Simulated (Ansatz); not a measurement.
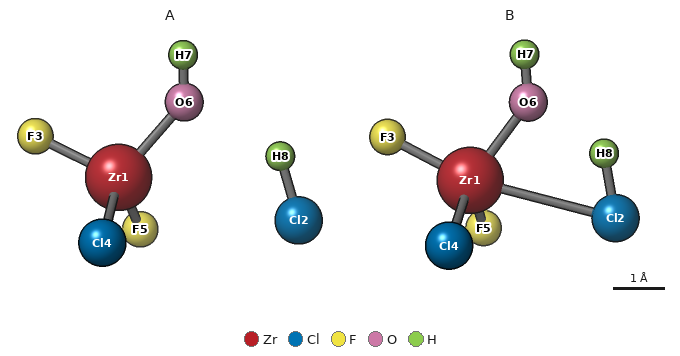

Two geometries of ZrH2OCl2F2, drawn at one scale. One is the start of a relaxation, the other its converged end. A ball-and-stick model, seen face on.

Level of theory: Ansatz, RKS PBE0/def2-SVP. Settings: no spin polarisation; force threshold 0.03 eV/Å; at most 50 steps.

Q: Which one is relaxed?

A: Structure B is the relaxed one. The run prepares an end point of a later path (reaction) calculation, from a guessed geometry. After 8 geometry steps the energy has fallen by 4.14 kcal/mol. The largest force component goes from 1.3 to 0.0079 eV/Å. Cl2 moves most after the best rigid fit: 0.46 Å. Largest moves by element: Cl 0.46 Å, H 0.33 Å, F 0.26 Å, Zr 0.24 Å, O 0.08 Å. Some distances before and after: Zr1–Cl2 3.716 → 3.018 Å, Zr1–H8 3.283 → 2.759 Å, Zr1–O6 2.015 → 1.963 Å, Cl2–H8 1.333 → 1.315 Å. New bonds form, among them: Zr1–Cl2 (3.72 → 3.02 Å). Bond angles that change, for instance: F3–Zr1–O6 106.0° → 100.1°, F3–Zr1–F5 106.5° → 102.2°, F5–Zr1–O6 112.3° → 116.0°.

Limits of the set-up: the start holds two separate molecules, 2.2 Å apart at their closest, whose relative position is a soft coordinate and is computed without a dispersion correction.
